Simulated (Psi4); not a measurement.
GaH3: single-point calculation

The run: single-point calculation of GaH3, SMILES [H][Ga]([H])[H]. Method and program: MP2-F12/aug-cc-pVDZ, RHF (Psi4 1.11).

The geometry comes from this level: GFN2-xTB.

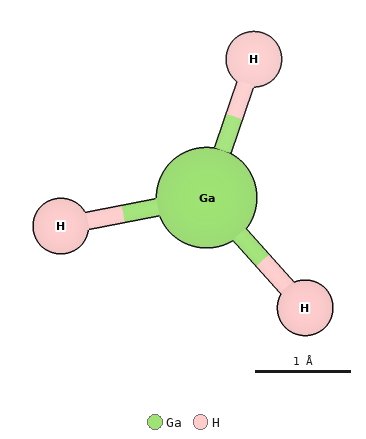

Fig. 1: The input geometry (ball-and-stick view, seen at a tilt). Sticks mark near contacts. Bond lengths as drawn: Ga–H 1.57 Å.

Outcome

| quantity | value |
| --- | --- |
| outcome | refused by the program |
| hardware | 1 thread of Intel Xeon (Sapphire Rapids), 16 GiB of memory available, shared host |

Diagnosis

Settings chosen away from the usual ones: df_basis_scf set to cc-pvtz-jkfit; guess set to gwh. The program refused the input: “QcdbException BasisSetNotFound: BasisSet::construct: Unable to find a basis set for atom 1 for key F12 among:”

The input (gah3_ase.py)
```python
import numpy as np
from ase.calculators.psi4 import Psi4
from ase.io import read

mol = read('gah3.xyz')
calc = Psi4(atoms=mol, method='mp2-f12', basis='aug-cc-pVDZ', memory='1600MB', num_threads=1, charge=0, multiplicity=1, label='psi4-calc')
calc.psi4.set_options({'freeze_core': True, 'scf_type': 'df', 'df_basis_scf': 'cc-pvtz-jkfit', 'guess': 'gwh', 'maxiter': 80})
mol.calc = calc

print(f'energy: {mol.get_potential_energy():.6f} eV')
```

File gah3.xyz
```
4
GaH3
Ga    -0.000160     0.000060     0.001280
H      1.566090    -0.029140     0.013370
H     -0.757820     1.371010    -0.018620
H     -0.808110    -1.341930     0.003970
```

Run as:
```bash
python gah3_ase.py
```

What the program printed
```
=> Loading Basis Set <=

    Name: AUG-CC-PVDZ
    Role: ORBITAL
    Keyword: BASIS

         ---------------------------------------------------------
                                   SCF
                              RHF Reference
                        1 Threads,   1525 MiB Core
         ---------------------------------------------------------

  ==> Geometry <==

    Molecular point group: c1
    Full point group: C1

    Geometry (in Angstrom), charge = 0, multiplicity = 1:

       Center              X                  Y                   Z               Mass
    ------------   -----------------  -----------------  -----------------  -----------------
         GA          -0.000008964789     0.000003361796     0.000071718310    68.925573500000
         H            1.566241035211    -0.029196638204     0.012161718310     1.007825032230
         H           -0.757668964789     1.370953361796    -0.019828281690     1.007825032230
         H           -0.807958964789    -1.341986638204     0.002761718310     1.007825032230

  Running in c1 symmetry.

  Rotational constants: A =      4.54517  B =      4.54320  C =      2.27210 [cm^-1]
  Rotational constants: A = 136260.87108  B = 136201.63880  C =  68115.77959 [MHz]
  Nuclear repulsion =   32.001201395424033

  Charge       = 0
  Multiplicity = 1
  Electrons    = 34
  Nalpha       = 17
  Nbeta        = 17

  ==> Algorithm <==

  SCF Algorithm Type is DF.
  DIIS enabled.
  MOM disabled.
  Fractional occupation disabled.
  Guess Type is GWH.
  Energy threshold   = 1.00e-08
  Density threshold  = 1.00e-08
  Integral threshold = 1.00e-12

  ==> Primary Basis <==

  Basis Set: AUG-CC-PVDZ
    Blend: AUG-CC-PVDZ
    Number of shells: 29
    Number of basis functions: 63
    Number of Cartesian functions: 66
    Spherical Harmonics?: true
    Max angular momentum: 2

   => Loading Basis Set <=

    Name: (AUG-CC-PVDZ AUX)
    Role: RIFIT
    Keyword: DF_BASIS_F12

  ==> Integral Setup <==

  DFHelper Memory: AOs need 0.007 GiB; user supplied 1.118 GiB.
  SCF_SUBTYPE=INCORE selected. In-core MEM_DF algorithm will be used.
  Using in-core AOs.

  ==> MemDFJK: Density-Fitted J/K Matrices <==

    J tasked:                   Yes
    K tasked:                   Yes
    wK tasked:                   No
    Memory [MiB]:              1144
    Algorithm:                 Core
    Schwarz Cutoff:           1E-12
    Mask sparsity (%):       0.0000
    Fitting Condition:        1E-10

   => Auxiliary Basis Set <=

  Basis Set: (AUG-CC-PVDZ AUX)
    Blend: AUG-CC-PVDZ-RI
    Number of shells: 61
    Number of basis functions: 199
    Number of Cartesian functions: 240
    Spherical Harmonics?: true
    Max angular momentum: 4

  Minimum eigenvalue in the overlap matrix is 1.4285690061E-03.
  Reciprocal condition number of the overlap matrix is 2.2746180985E-04.
    Using symmetric orthogonalization.

  ==> Pre-Iterations <==

  SCF Guess: Generalized Wolfsberg-Helmholtz applied to core Hamiltonian.

   -------------------------------------------------------
    Irrep   Nso     Nmo     Nalpha   Nbeta   Ndocc  Nsocc
   -------------------------------------------------------
     A         63      63      17      17      17       0
   -------------------------------------------------------
    Total      63      63      17      17      17       0
   -------------------------------------------------------

  ==> Iterations <==

                           Total Energy        Delta E     RMS |[F,P]|

   @DF-RHF iter   1: -1924.24310070532488   -1.92424e+03   3.40128e-02 ADIIS/DIIS
   @DF-RHF iter   2: -1925.06651971195970   -8.23419e-01   4.27076e-03 ADIIS/DIIS
   @DF-RHF iter   3: -1925.12170049687802   -5.51808e-02   1.24454e-03 ADIIS/DIIS
   @DF-RHF iter   4: -1925.12699167520577   -5.29118e-03   3.16402e-04 ADIIS/DIIS
   @DF-RHF iter   5: -1925.12768829663173   -6.96621e-04   3.98097e-05 DIIS
   @DF-RHF iter   6: -1925.12770035119865   -1.20546e-05   4.21012e-06 DIIS
   @DF-RHF iter   7: -1925.12770047683807   -1.25639e-07   4.87388e-07 DIIS
   @DF-RHF iter   8: -1925.12770047781328   -9.75206e-10   6.43894e-08 DIIS
   @DF-RHF iter   9: -1925.12770047783192   -1.86446e-11   5.01711e-09 DIIS
  Energy and wave function converged.

  ==> Post-Iterations <==

    Orbital Energies [Eh]
    ---------------------

    Doubly Occupied:

       1A   -379.987241     2A    -48.363373     3A    -42.309816
       4A    -42.306675     5A    -42.306674     6A     -6.454593
       7A     -4.483745     8A     -4.476638     9A     -4.476637
      10A     -1.207451    11A     -1.201504    12A     -1.201503
      13A     -1.196845    14A     -1.196841    15A     -0.601707
      16A     -0.427226    17A     -0.427169

    Virtual:

      18A      0.014585    19A      0.034699    20A      0.034699
      21A      0.048865    22A      0.070621    23A      0.083835
      24A      0.110902    25A      0.110907    26A      0.142435
      27A      0.142453    28A      0.154433    29A      0.154435
      30A      0.175441    31A      0.260509    32A      0.314165
      33A      0.314174    34A      0.315325    35A      0.354403
      36A      0.354420    37A      0.375008    38A      0.422083
      39A      0.422087    40A      0.424242    41A      0.481608
      42A      0.481645    43A      0.521112    44A      0.607992
      45A      0.654489    46A      0.654557    47A      0.743987
      48A      0.744079    49A      0.826938    50A      0.905188
      51A      0.905194    52A      1.089079    53A      1.235865
      54A      1.236003    55A      1.837667    56A      1.890253
      57A      1.919823    58A      1.919846    59A      1.966897
      60A      1.967005    61A      2.018758    62A      2.210130
      63A      2.210188

    Final Occupation by Irrep:
              A
    DOCC [    17 ]
    NA   [    17 ]
    NB   [    17 ]

  @DF-RHF Final Energy: -1925.12770047783192

   => Energetics <=

    Nuclear Repulsion Energy =             32.0012013954240331
    One-Electron Energy =               -2749.0065280451481158
    Two-Electron Energy =                 791.8776261718918477
    Total Energy =                      -1925.1277004778321498

Computation Completed

Properties will be evaluated at   0.000000,   0.000000,   0.000000 [a0]

Properties computed using the SCF density matrix

 Multipole Moments:

 ------------------------------------------------------------------------------------
     Multipole            Electronic (a.u.)      Nuclear  (a.u.)        Total (a.u.)
 ------------------------------------------------------------------------------------

 L = 1.  Multiply by 2.5417464519 to convert [e a0] to [Debye]
 Dipole X            :         -0.0010689            0.0006334           -0.0004355
 Dipole Y            :          0.0003747           -0.0002375            0.0001372
 Dipole Z            :          0.0079038           -0.0050674            0.0028363
 Magnitude           :                                                    0.0028728

 ------------------------------------------------------------------------------------

	total time  =          1 seconds =       0.02 minutes

  //>>>>>>>>>>>>>>>>>>>>>>>>>>>>>>>>>>>//
  //               DFMP2               //
  //<<<<<<<<<<<<<<<<<<<<<<<<<<<<<<<<<<<//

   => Loading Basis Set <=

    Name: (AUG-CC-PVDZ AUX)
    Role: RIFIT
    Keyword: DF_BASIS_F12

	 --------------------------------------------------------
	                          DF-MP2
	      2nd-Order Density-Fitted Moller-Plesset Theory
	              RMP2 Wavefunction,   1 Threads

	 --------------------------------------------------------

   => Auxiliary Basis Set <=

  Basis Set: (AUG-CC-PVDZ AUX)
    Blend: AUG-CC-PVDZ-RI
    Number of shells: 61
    Number of basis functions: 199
    Number of Cartesian functions: 240
    Spherical Harmonics?: true
    Max angular momentum: 4

	 --------------------------------------------------------
	                 NBF =    63, NAUX =   199
	 --------------------------------------------------------
	   CLASS    FOCC     OCC    AOCC    AVIR     VIR    FVIR
	   PAIRS       9      17       8      46      46       0
	 --------------------------------------------------------

	-----------------------------------------------------------
	 ==================> DF-MP2 Energies <====================
	-----------------------------------------------------------
	 Reference Energy          =   -1925.1277004778319224 [Eh]
	 Singles Energy            =      -0.0000000000000000 [Eh]
	 Same-Spin Energy          =      -0.0151521197452962 [Eh]
	 Opposite-Spin Energy      =      -0.0899459170548720 [Eh]
	 Correlation Energy        =      -0.1050980368001681 [Eh]
	 Total Energy              =   -1925.2327985146321225 [Eh]
	-----------------------------------------------------------
	 ================> DF-SCS-MP2 Energies <==================
	-----------------------------------------------------------
	 SCS Same-Spin Scale       =       0.3333333333333333 [-]
	 SCS Opposite-Spin Scale   =       1.2000000000000000 [-]
	 SCS Same-Spin Energy      =      -0.0050507065817654 [Eh]
	 SCS Opposite-Spin Energy  =      -0.1079351004658464 [Eh]
	 SCS Correlation Energy    =      -0.1129858070476117 [Eh]
	 SCS Total Energy          =   -1925.2406862848795299 [Eh]
	-----------------------------------------------------------

	total time  =          0 seconds =       0.00 minutes

  //>>>>>>>>>>>>>>>>>>>>>>>>>>>>>>>>>>>//
  //              MP2-F12              //
  //<<<<<<<<<<<<<<<<<<<<<<<<<<<<<<<<<<<//
```

Standard output
```
QcdbException BasisSetNotFound: BasisSet::construct: Unable to find a basis set for atom 1 for key F12 among:
  Shell Entries: ['GA']
  Basis Sets: [('AUG-CC-PVDZ-OPTRI', 'AUG-CC-PVDZ-OPTRI', None)]
  File Path: ., ., ./share/psi4/basis
  Input Blocks:

Traceback (most recent call last):
  [frames left out]
psi4.driver.qcdb.exceptions.BasisSetNotFound: BasisSet::construct: Unable to find a basis set for atom 1 for key F12 among:
  Shell Entries: ['GA']
  Basis Sets: [('AUG-CC-PVDZ-OPTRI', 'AUG-CC-PVDZ-OPTRI', None)]
  File Path: ., ., ./share/psi4/basis
  Input Blocks:
```
